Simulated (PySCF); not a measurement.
C$_{4}$H$_{11}$BNP

```xyz
18

C    -2.4881    0.5905    0.4331
C    -1.0098    0.5858    0.6595
C    -0.1363   -0.1537   -0.0330
C    -0.6377   -1.0548   -1.1321
B     1.4012   -0.0924    0.2437
N     1.8877    0.1648    1.5152
P     2.6632   -0.4803   -1.1570
H    -2.8980   -0.4105    0.5728
H    -2.7195    0.8929   -0.5893
H    -2.9892    1.2704    1.1168
H    -0.6484    1.2490    1.4343
H    -1.2621   -1.8469   -0.7185
H    -1.2425   -0.4987   -1.8488
H     0.1950   -1.5158   -1.6616
H     2.8671    0.2010    1.7459
H     1.2922    0.2997    2.3157
H     3.6117    0.4617   -0.7899
H     2.1046    0.3437   -2.1186
```

Geometry: GFN2-xTB.

Computed with B3LYP/def2-SVPD, SCF density, gas phase in PySCF 2.14.0.

**What can the converged electron density and electron localisation function tell about the bonding?**

C–C (1.34 Å): ρ at the midpoint is about 2.3 e/Å³; the ELF peaks at about 0.95 between the atoms; a short, multiple covalent bond.
C–B (1.56 Å): the density is about 1.4 e/Å³ at the midpoint; the ELF peaks at about 1 between the atoms (a shared electron pair).
C–C (1.50 Å): ρ is about 1.7 e/Å³ halfway; the ELF peaks at about 0.95 between the atoms: localised, covalent bonding.

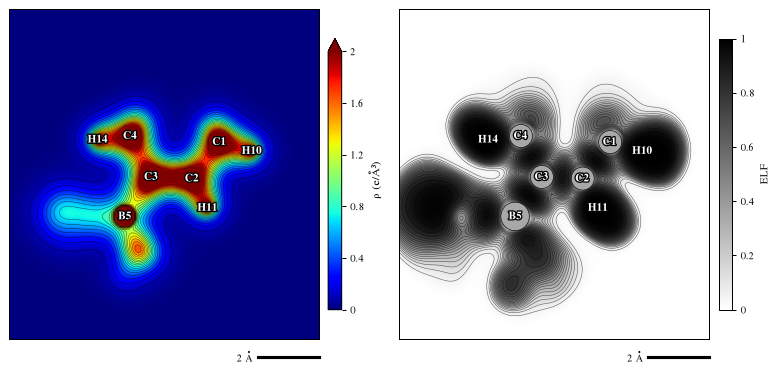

Computed electron density and electron localisation function on the plane of atoms C4, C3 and B5, in this order. Grey discs cover the atomic cores in the ELF map. 
